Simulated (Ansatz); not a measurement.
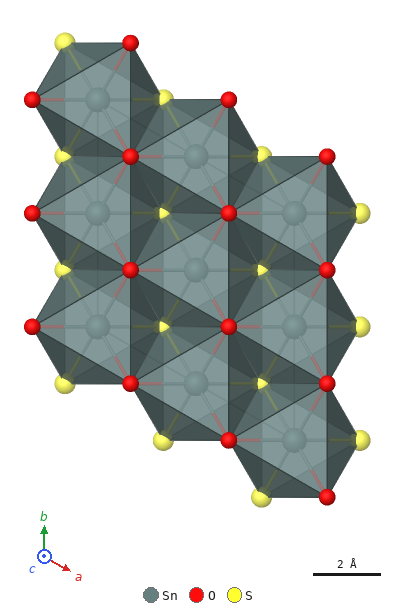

This is a slab of composition SnSO at its r2SCAN-relaxed geometry. A polyhedral model of the 2 × 2 repeat of the cell, outlined in the plane, without the vacuum, seen along the c axis.

The calculation used DFT, HSE06, plane waves, PAW in Ansatz. Set-up: plane-wave cutoff 420 eV; k-point mesh 6 × 6 × 1; occupations fixed; no spin polarisation.

Change: The cell is strained by +1.5 % within the plane and none across it (volume +1.5 %). The atoms were relaxed with r2SCAN under that strain, and this is a single point on that geometry.

**Predict the response.**

Some distances before and after: O–Sn 2.183 → 2.180 to 2.214 Å, S–Sn 2.496 → 2.498 to 2.509 Å. The space group (tolerance 0.01 Å) goes from P3m1 (No. 156) to Cm (No. 8). The energy rises by 3.6 meV per atom. The largest force is 0.17 eV/Å, on the S atom, along the normal (+c).

Drawn alike, the variant:

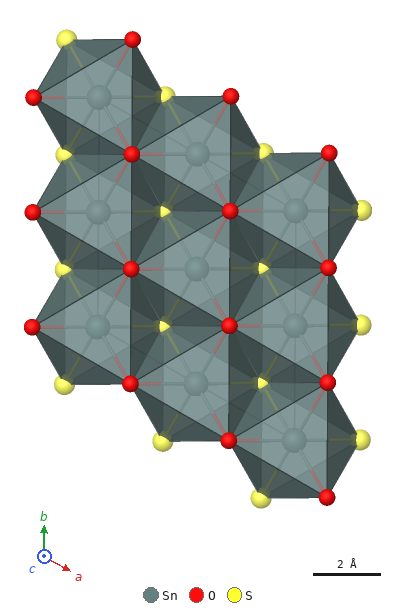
